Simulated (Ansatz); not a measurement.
## C10H21N3O2: geometry relaxation (part 4 of 4)

The same run, continued: C10H21N3O2 (disordered cell, 36 atoms in the cell); DFT r2SCAN-D3(BJ), scalar-relativistic, plane waves, PAW, no spin polarisation (Ansatz 0.2.0); cutoff 500 eV, 1×1×1 k-mesh, Fermi–Dirac smearing of 0.02 eV. The run did not end well. It belongs to a series of runs on one base structure; here: start relaxed.

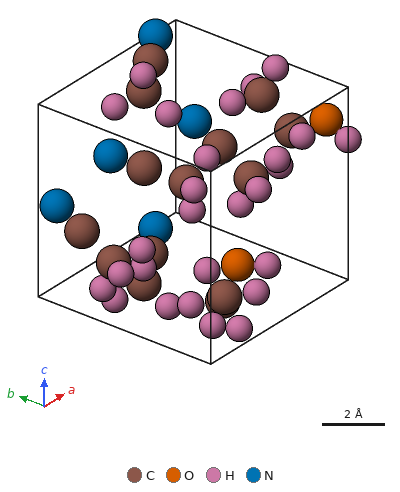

*The geometry at step 15 of the log (spheres-only view of the cell of the calculation, seen at an oblique angle).*

**Trajectory as extended XYZ, continued**
```
36
Lattice="7.1400 0.0000 0.0000 0.0000 7.1400 0.0000 0.0000 0.0000 7.1400" Properties=species:S:1:pos:R:3:forces:R:3 step=15 energy=-5144.84847
C     5.9974    2.6790    6.4166   -0.1540   0.3364   0.0167
C     6.1312    1.5325    5.4379    0.0793  -0.1557   0.0556
O     7.5260    1.2223    5.3364   -0.4340  -0.0243  -0.1203
H     7.5864    0.3710    4.8748    0.0458   0.1088   0.0834
H     5.5566    0.6570    5.7908    0.2284   0.2945  -0.1350
H     5.7231    1.8104    4.4488    0.0819  -0.0891   0.1373
H     4.9560    3.0531    6.4625    0.5314  -0.2348   0.0130
H     6.2661    2.3270    7.4205   -0.0432   0.1398  -0.2443
H     6.6604    3.5195    6.1260   -0.3092  -0.3791   0.1546
C     1.4108    0.5518    1.6749    0.0901  -0.0137  -0.1191
C     2.3614    1.3840    0.8276   -0.0838  -0.0305   0.0643
O     3.5713    1.7318    1.5120   -0.1737   0.0459  -0.0754
H     4.1271    0.9426    1.5275   -0.0052  -0.0225  -0.0072
H     2.5842    0.8813   -0.1201    0.0120   0.0301   0.0438
H     1.8753    2.3263    0.5666    0.0344  -0.1186   0.0018
H     0.5024    0.3271    1.1038    0.1167   0.0219   0.1200
H     1.8756   -0.3866    1.9872   -0.0453   0.1261  -0.0611
H     1.1479    1.0742    2.5957   -0.0329  -0.0061  -0.0292
C     3.6458    3.9191    3.7735   -0.0239   0.0351  -0.0270
C     3.0602    5.1956    4.1111   -0.1733   0.3979   0.1103
N     2.5863    6.2062    4.4177    0.2489  -0.4665  -0.1524
H     3.8266    3.8245    2.7005   -0.0311   0.0015   0.0578
H     4.5993    3.8234    4.2902    0.0035  -0.0021   0.0213
H     2.9958    3.0916    4.0713    0.0250   0.0499   0.0093
C    -0.0942    3.9436    2.4298    0.0036   0.0276   0.0010
C    -0.3842    5.0214    3.3431   -0.0605   0.1429   0.1667
N    -0.6190    5.8711    4.0871    0.0626  -0.2042  -0.1700
H    -0.2239    4.2867    1.4032    0.0094   0.0153   0.0083
H     0.9218    3.5779    2.5844   -0.0264   0.0066  -0.0062
H    -0.7753    3.1108    2.5974   -0.0175  -0.0080   0.0171
C     2.6628    4.8935    7.2534    0.0302  -0.0459  -0.0311
C     3.8800    5.5872    7.5893    0.1197   0.0396   0.0379
N     4.8401    6.1475    7.9010   -0.0520  -0.0074  -0.0161
H     2.8717    4.0341    6.6177    0.0177  -0.0077   0.0286
H     2.1900    4.5423    8.1614   -0.0277  -0.0526   0.0810
H     1.9882    5.5607    6.7240   -0.0471   0.0491  -0.0354
```
